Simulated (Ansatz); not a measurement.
Consider H$_{4}$ISi (doublet).

The calculation's input:

```
crystal:
  periodic: [false, false, false]
  atoms:
    - {symbol: I, position_ang: [-0.741094, -0.674113, -1.308114]}
    - {symbol: Si, position_ang: [0.342095, 0.330184, 0.823830]}
    - {symbol: H, position_ang: [-1.206568, -1.181159, -3.089964]}
    - {symbol: H, position_ang: [1.147950, -0.732795, 1.470712]}
    - {symbol: H, position_ang: [-0.740881, 0.802371, 1.720398]}
    - {symbol: H, position_ang: [1.198499, 1.455513, 0.383139]}
basis:
  gaussian: {orbitals: def2-TZVPP}
magnetization: {spin_polarized: true, initial_magnetization: 1}
hamiltonian: {xc: pbe0, dispersion: d4}
output: {orbitals: {seedname: orbitals}}
```

Command:

```sh
ansatz run in.yaml --threads 4 --pin off --events-out ev --progress --plain --max-ram 9574MiB
```

A transition-state structure; geometry: PBE0-D4/def2-TZVP; core potentials replace the inner electrons of I.

Theory: UKS PBE0-D4/def2-TZVPP (Ansatz 0.2.0).

### What will maps of the electron density, electron localisation function and spin density show?

Si–I (2.59 Å): ρ at the midpoint is about 0.49 e/Å³; the ELF peaks at about 0.85 between the atoms, as expected for localised, covalent bonding.
Si–H (1.48 Å): the density is about 0.82 e/Å³ at the midpoint; the ELF climbs to about 1 towards the hydrogen, as it does in any bond to H.
The unpaired spin (1 electron) lies mostly on H3 (about 0.5), Si2 (about 0.3) and I1 (about 0.2), in electrons by Hirshfeld's partition.

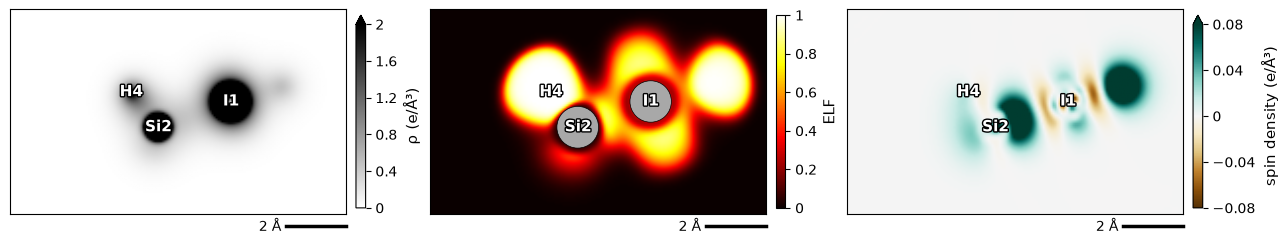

Computed electron density, electron localisation function and spin density on the plane of atoms I1, Si2 and H4, in this order. Grey discs cover the atomic cores in the ELF map. 
